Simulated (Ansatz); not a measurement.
## Electronic structure of C2Cl2N2O2Zr in real space

Input

```
crystal:
  periodic: [false, false, false]
  atoms:
    - {symbol: O, position_ang: [-1.090127, -0.716853, -3.683157]}
    - {symbol: C, position_ang: [-0.881792, -0.315664, -2.614872]}
    - {symbol: N, position_ang: [-0.664522, 0.100225, -1.504361]}
    - {symbol: Zr, position_ang: [-0.319604, 0.816562, 0.340974]}
    - {symbol: Cl, position_ang: [-2.345947, 1.085542, 1.457653]}
    - {symbol: Cl, position_ang: [0.801846, 2.851996, 0.183982]}
    - {symbol: N, position_ang: [0.823311, -0.500656, 1.339024]}
    - {symbol: C, position_ang: [1.508668, -1.283596, 1.947869]}
    - {symbol: O, position_ang: [2.168146, -2.037565, 2.532867]}
basis:
  gaussian: {orbitals: def2-TZVPP}
hamiltonian: {xc: pbe0, dispersion: d4}
output: {orbitals: {seedname: orbitals}}
```

Run with:

```sh
ansatz run in.yaml --threads 2 --pin off --events-out ev --progress --plain --max-ram 32768MiB --backend cuda --devices 0, --max-vram 18GiB
```

Geometry: PBE0-D4/def2-TZVP; core potentials replace the inner electrons of Zr.

Computed with RKS PBE0-D4/def2-TZVPP (Ansatz 0.2.0).

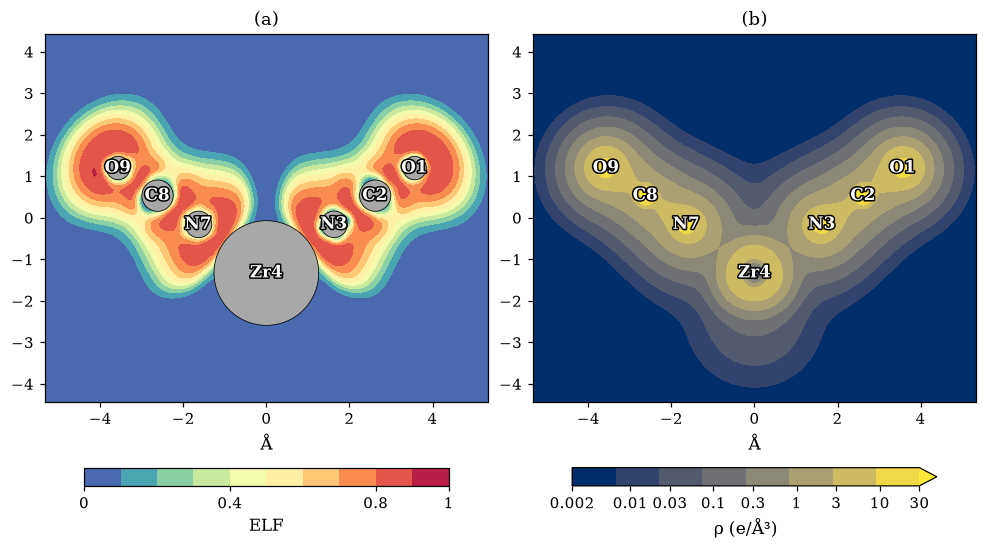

Figure 1. (a) electron localisation function; (b) electron density on the plane of atoms N3, Zr4 and N7. Grey discs cover the atomic cores in the ELF map.

**What does the map show?**

Atoms in the plane: O, C, N and Zr.
C–O (1.16 Å): ρ is about 3.8 e/Å³ halfway; the ELF peaks at about 0.85 between the atoms (a short, multiple covalent bond).
C–N (1.21 Å): ρ is about 3.1 e/Å³ halfway; the ELF peaks at about 0.85 between the atoms; a multiple bond.
Zr–N (2.01 Å): the density is about 0.82 e/Å³ at the midpoint; the ELF peaks at about 0.85 in the valence shell of N, 0.6 Å from its nucleus, and drops to about 0.25 between the two atoms.
The ELF also peaks beside O1 and O9, away from the bonds: lone-pair regions.

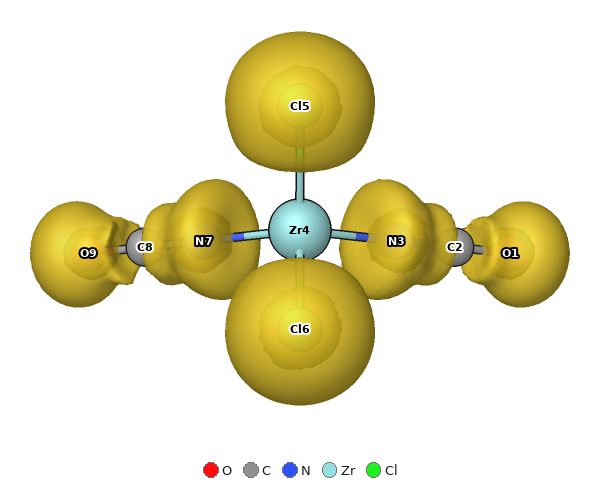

Figure 2. Isosurface of the ELF at 0.75 (yellow), seen from one side. Only the valence region is drawn (cores and ρ < 0.01 e/Å³ removed).

**Where are the electrons localised?**

The surface consists of two regions on N in which the atom's valence shell and bonds are merged, two regions on O in which the atom's valence shell and bonds are merged and two regions wrapped around Cl (the valence shell of each).

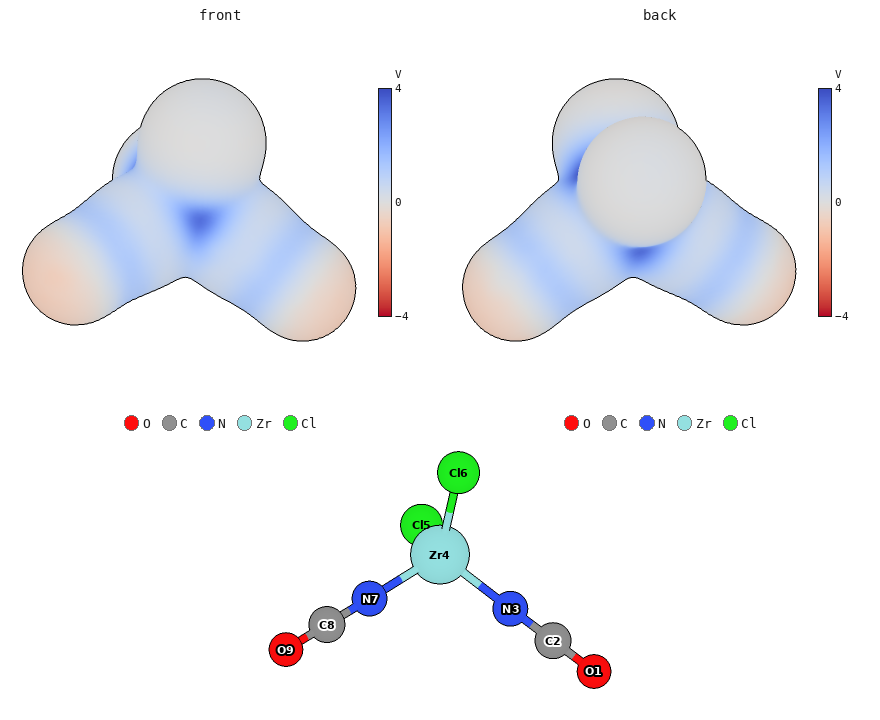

Figure 3. The molecular electrostatic potential painted on the density surface at 0.002 e/bohr³, seen from the front and from behind; the colour scale runs from red (negative) to blue (positive). The bare structure is drawn below in the same view.

**Describe the electrostatic potential map.**

The most negative region (about −0.7 V) lies over O1 and O9, the most positive (about +3.3 V) over Zr4.
